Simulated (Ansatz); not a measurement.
# HNO2 (nitrous acid) at CAM-B3LYP/def2-TZVP

Aim: the electronic atomisation energy of HNO2 (nitrous acid) at CAM-B3LYP/def2-TZVP, from 4 runs. 

The results are computed with Ansatz 0.2.0.

55 further runs of the same task are left out: 55 set aside as unsound or not needed.

## 1. The molecule

HNO2: 4 atoms, total charge 0, spin state singlet. As SMILES, `O=NO`. The coordinates come from a PBE0-D4/def2-TZVP relaxation.

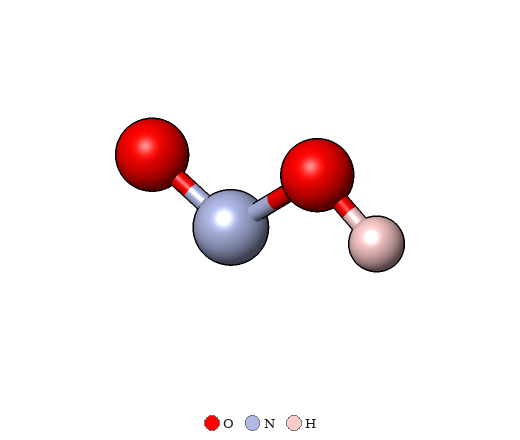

Viewed from a chosen angle; oxygen red, nitrogen light blue, hydrogen pink.

## 2. The energy at CAM-B3LYP/def2-TZVP

File run.yaml:

```yaml
crystal:
  periodic: [false, false, false]
  atoms:
    - {symbol: O, position_ang: [0.413650, 0.047230, 1.437260]}
    - {symbol: N, position_ang: [0.320150, -0.419400, 0.377370]}
    - {symbol: O, position_ang: [-0.362650, 0.434660, -0.492650]}
    - {symbol: H, position_ang: [-0.371140, -0.062490, -1.321980]}
basis:
  gaussian:
    orbitals: def2-TZVP
hamiltonian:
  xc: {name: CAM-B3LYP}
accuracy: high
output: {orbitals: {seedname: orbitals}}
```

The run is started by

```
$ ansatz run run.yaml --threads 1 --pin off --max-ram 3480MiB --events-out events.jsonl --progress --plain --runs-dir runs
```

Output:

```text
Warning: RAYON_NUM_THREADS=1 ignored (pool sized by the plan → 1); use --threads N
Functional definition: CAM-B3LYP
  name "CAM-B3LYP"
  parameter alpha = 0.19
  parameter beta = 0.46
  parameter omega = 0.33/bohr
  parameter ac = 0.81
  exchange = (1 - alpha - beta)*b88_x + beta*b88_x_sr(omega) + alpha*exact_x + beta*exact_x_lr(omega)
  correlation = (1 - ac)*vwn5_c + ac*lyp_c
1704 factors; integrals over basis functions are off by at most 3.2e-9 eV
243 factors; integrals over basis functions are off by at most 1.5e-9 eV
mean field evaluation 1: about -5594.8410 eV, gradient 4.7e1 eV
mean field evaluation 2: about -5591.5871 eV, gradient 6.7e1 eV
mean field evaluation 4: about -5598.0758 eV, gradient 2.2e0 eV
mean field evaluation 8: about -5598.0845 eV, gradient 4.8e-2 eV
mean field evaluation 16: about -5598.0845 eV, gradient 6.6e-6 eV
mean field -5598.08449662 eV, -205.7258107327 hartree, gradient 2.6e-8 eV, S^2 0.000000; 0 other end points of the search recorded, 0 dependent functions left out
reference -5598.08450987 eV, -205.7258112197 hartree; 12, 12 occupied and 87, 87 virtual orbitals, 1704 factors
Total energy: -5598.08450987 eV, -205.7258112197 hartree
```

Run time: 4.8 s. Hardware: 1 thread of Arm Neoverse V1, shared host; peak memory 0.26 GiB.

## 3. The H atom

File in.yaml:

```yaml
crystal:
  periodic: [false, false, false]
  atoms:
    - {symbol: H, position_ang: [0.000000, 0.000000, 0.000000]}
basis:
  gaussian: {orbitals: def2-TZVP}
hamiltonian: {xc: {name: CAM-B3LYP}}
magnetization: {spin_polarized: true, initial_magnetization: 1}
accuracy: high
```

The run is started by

```
$ ansatz run in.yaml --threads 1 --pin off --max-ram 3480MiB --events-out events.jsonl --progress --plain --runs-dir runs
```

Output:

```text
Warning: RAYON_NUM_THREADS=1 ignored (pool sized by the plan → 1); use --threads N
Functional definition: CAM-B3LYP
  name "CAM-B3LYP"
  parameter alpha = 0.19
  parameter beta = 0.46
  parameter omega = 0.33/bohr
  parameter ac = 0.81
  exchange = (1 - alpha - beta)*b88_x + beta*b88_x_sr(omega) + alpha*exact_x + beta*exact_x_lr(omega)
  correlation = (1 - ac)*vwn5_c + ac*lyp_c
21 factors; integrals over basis functions are off by at most 4.9e-8 eV
19 factors; integrals over basis functions are off by at most 5.2e-10 eV
mean field evaluation 1: about -13.5638 eV, gradient 7.3e-1 eV
mean field evaluation 2: about -13.5718 eV, gradient 1.3e-1 eV
mean field evaluation 4: about -13.5733 eV, gradient 5.6e-3 eV
mean field evaluation 8: about -13.5733 eV, gradient 3.7e-9 eV
mean field -13.57332536 eV, -0.4988105065 hartree, gradient 1.5e-9 eV, S^2 0.750000; 0 other end points of the search recorded, 0 dependent functions left out
reference -13.57333610 eV, -0.4988109014 hartree; 1, 0 occupied and 5, 6 virtual orbitals, 21 factors
Total energy: -13.57333610 eV, -0.4988109014 hartree
```

Wall time 0.2 s (1 thread of Arm Neoverse V1, shared host).

## 4. The N atom at the same level

File input.yaml:

```yaml
crystal:
  periodic: [false, false, false]
  atoms:
    - symbol: "N"
      position_ang: [0.000000, 0.000000, 0.000000]
basis:
  gaussian:
    orbitals: def2-TZVP
magnetization:
  spin_polarized: true
  initial_magnetization: 3
hamiltonian:
  xc: {name: CAM-B3LYP}
accuracy: high
```

The run is started by

```
$ ansatz run input.yaml --threads 1 --pin off --max-ram 3480MiB --events-out events.jsonl --progress --plain --runs-dir runs
```

Output:

```text
Warning: RAYON_NUM_THREADS=1 ignored (pool sized by the plan → 1); use --threads N
Functional definition: CAM-B3LYP
  name "CAM-B3LYP"
  parameter alpha = 0.19
  parameter beta = 0.46
  parameter omega = 0.33/bohr
  parameter ac = 0.81
  exchange = (1 - alpha - beta)*b88_x + beta*b88_x_sr(omega) + alpha*exact_x + beta*exact_x_lr(omega)
  correlation = (1 - ac)*vwn5_c + ac*lyp_c
312 factors; integrals over basis functions are off by at most 3.3e-9 eV
104 factors; integrals over basis functions are off by at most 1.2e-9 eV
mean field evaluation 1: about -1485.1702 eV, gradient 5.6e0 eV
mean field evaluation 2: about -1485.2481 eV, gradient 2.4e0 eV
mean field evaluation 4: about -1485.2687 eV, gradient 2.2e-1 eV
mean field evaluation 8: about -1485.2691 eV, gradient 6.5e-4 eV
mean field evaluation 16: about -1485.2691 eV, gradient 2.3e-8 eV
mean field -1485.26910423 eV, -54.5826328288 hartree, gradient 2.3e-8 eV, S^2 3.753241; 0 other end points of the search recorded, 0 dependent functions left out
reference -1485.26911345 eV, -54.5826331678 hartree; 5, 2 occupied and 26, 29 virtual orbitals, 312 factors
Total energy: -1485.26911345 eV, -54.5826331678 hartree
```

It took 0.58 s on 1 thread of Arm Neoverse V1, shared host.

## 5. The O atom, same level

File run.yaml:

```yaml
crystal:
  periodic: [false, false, false]
  atoms:
    - symbol: O
      position_ang: [0.000000, 0.000000, 0.000000]
basis:
  gaussian:
    orbitals: def2-TZVP
magnetization:
  spin_polarized: true
  initial_magnetization: 2
hamiltonian:
  xc: {name: CAM-B3LYP}
accuracy: high
```

Run the same way, it converges to -75.07326 Eh (log not shown).

## 6. Summary of results

At CAM-B3LYP/def2-TZVP:

| quantity | value |
| --- | --- |
| molecule: total energy | -205.72581 Eh |
| molecule: HOMO energy | -9.68 eV |
| molecule: LUMO energy | -0.86 eV |
| molecule: HOMO–LUMO gap | 8.81 eV |
| H atom: total energy | -0.49881 Eh |
| H atom: ⟨S²⟩ | 0.750 |
| N atom: total energy | -54.58263 Eh |
| N atom: ⟨S²⟩ | 3.753 |
| O atom: total energy | -75.07326 Eh |
| O atom: ⟨S²⟩ | 2.003 |
| electronic atomisation energy | 13.547 eV |

What this shows: Taking the molecule apart into free atoms costs 13.55 eV (312 kcal/mol), before zero-point energy and without spin-orbit coupling.
